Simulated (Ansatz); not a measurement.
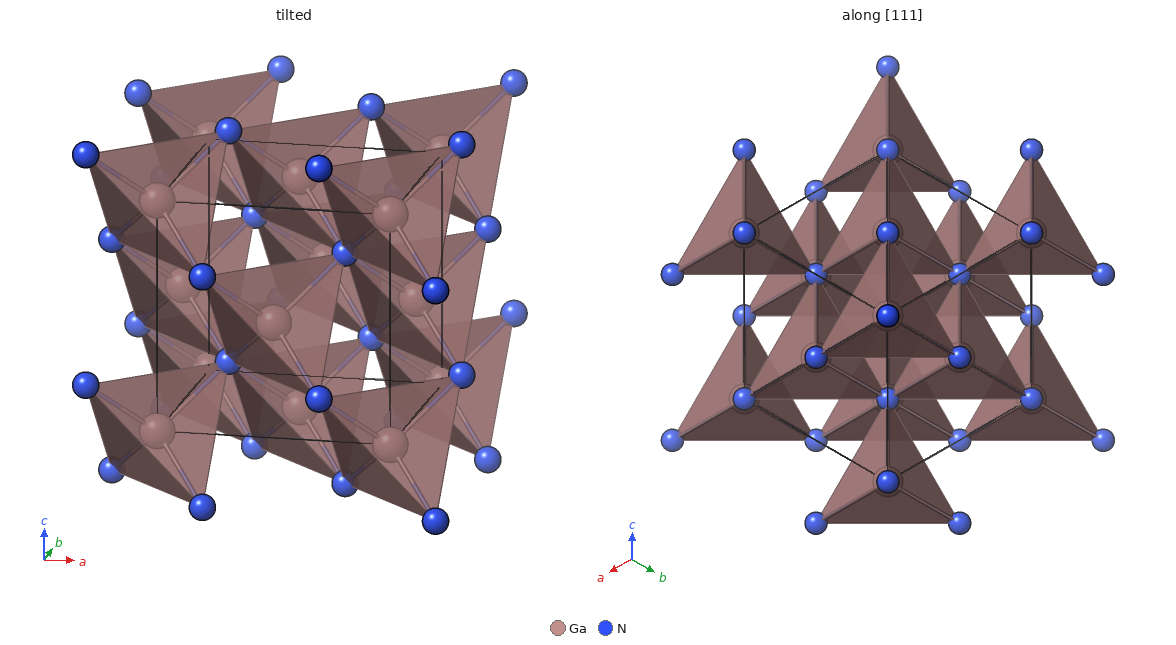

Figure: polyhedral view slightly off an axis and along [111]. The frame is the conventional unit cell; atoms at its boundary are shown with their periodic copies. Some neighbours outside the box are added. Cell: a = 4.498 Å, b = 4.498 Å, c = 4.498 Å, α = 90.00°, β = 90.00°, γ = 90.00°.

In words:

The formula is GaN. The structure has F-43m (No. 216) symmetry and a face-centred cubic lattice. In terms of structure types, this is zinc blende (sphalerite type). Counting shared atoms by their share gives 4 Ga, 4 N, or 8 atoms. The polyhedra are GaN4 tetrahedra; they share corners. Ga is linked to four N in a tetrahedral arrangement at about 1.9 Å. Each N has four Ga in a tetrahedral arrangement at about 1.9 Å. The bonds build a three-dimensional framework.

Its origin is a structure listed in the Materials Project. Earlier steps of the study, as a rule a relaxation of our own, may have changed the cell and positions, so they can lie some per cent off the listed ones. A calculation with Ansatz used it as input.
